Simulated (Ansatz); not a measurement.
**How Cr(110) screens a field**

Where does the screening charge of Cr(110) sit?

Main program and level: Ansatz 0.2.0; plane-wave DFT, PBE, Ansatz PAW.

### Step 1. The structure

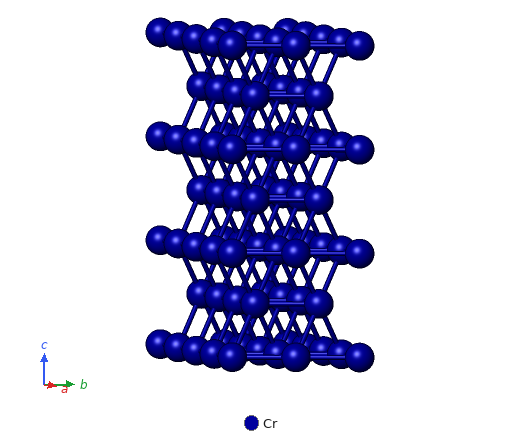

Start, viewed from the side, with the c axis up; chromium blue. 4×2×1 cells are drawn. Some periodic images of atoms are drawn too.

The cell holds 7 atoms: 7 Cr. Cell: a = 2.494 Å, b = 2.494 Å, c = 30.219 Å, α = 90.0°, β = 90.0°, γ = 70.5°. Vacuum lies along c.

### Step 2. Atoms held, field 0

A sawtooth potential applies the field, turning back in the middle of the vacuum. With the dipole correction the typed value is the field outside the slab. The induced dipole is small, so the SCF threshold is tight.

input.yaml

```yaml
crystal:
  lattice:
    - [2.0364675298, -1.44, 0.0]
    - [2.0364675298, 1.44, 0.0]
    - [0.0, 0.0, 30.2188051789]
  atoms:
    - { symbol: Cr, position: [0.0, 0.0, 0.2978277912] }
    - { symbol: Cr, position: [0.5, 0.5, 0.3652185275] }
    - { symbol: Cr, position: [0.0, 0.0, 0.4326092637] }
    - { symbol: Cr, position: [0.5, 0.5, 0.5] }
    - { symbol: Cr, position: [0.0, 0.0, 0.5673907363] }
    - { symbol: Cr, position: [0.5, 0.5, 0.6347814725] }
    - { symbol: Cr, position: [0.0, 0.0, 0.7021722088] }
kpoints:
  mp_grid: { grid: [22, 22, 1] }
hamiltonian:
  xc: pbe
scf:
  occupations: { method: fermi_dirac, width: 0.1 }
  convergence: { dr2_threshold: 1.0e-10 }
efield:
  axis: 3
  dipole_correction: true
  ramp_position: 0.97
  ramp_width: 0.06
  amplitude: 0
output:
  forces: true
  write_potential: true
  write_density: true
  volumetric_format: npy
```

On the command line:

```bash
$ ansatz run input.yaml --threads 4 --pin off --max-ram 6144MiB --backend cpu --events-out ev --progress --plain --runs-dir out
```

Planned after this: single point, field 0.05 V/Å; single point, field -0.05 V/Å; single point, field 0.1 V/Å; atoms held, field -0.1 V/Å; atoms held, field 0.2 V/Å; atoms held, field -0.2 V/Å; single point, field 0.4 V/Å; the response; A changed input. Settings of the main run: cutoff 420 eV, 22×22×1 k-mesh, Fermi-Dirac occupations, smearing width 0.1 eV, metal Cr, face 110, 7 layers.

**Question.** What will these runs give for the work function; and image plane, upper face?

In the vacuum the potential turns flat, and its height over the Fermi level, 4.88 eV, is the work function of the face beside that plateau. The induced charge has its centre 1.93 Å outside the outermost atoms; this is the plane from which a capacitor's gap or an image potential counts. The equivalent conductor thickness exceeds the distance between the outer atoms by 3.87 Å, about the sum of the two image-plane distances.

| Quantity | Value |
| --- | --- |
| work function | 4.88 eV |
| image plane, upper face | 1.93 Å |
| equivalent conductor thickness p/(ε₀AE) | 16.1 Å |
| inner field over outer field | -4.5e-4 |

In the middle of the slab the field is screened to under 0.5 % of its outer value. The atoms are held at bulk positions with the tabulated experimental lattice constant. The main runs have no spin polarisation; a magnetic state could lie lower and would change these results.

[Logs are printed without paths, hosts, clocks, repeated set-up lines and the standing remarks that a program may print on its own settings, such as how far it seeks lower states.]

[Hosts, paths, dates, database ids (printed as entryN), source tags and the programs' standing remarks are cut or masked in the printed files.]

[Maps of the electrostatic potential energy from Ansatz leave out the sawtooth potential of an applied field or a dipole correction, so their vacuum need not be flat; planar profiles and work functions include it.]
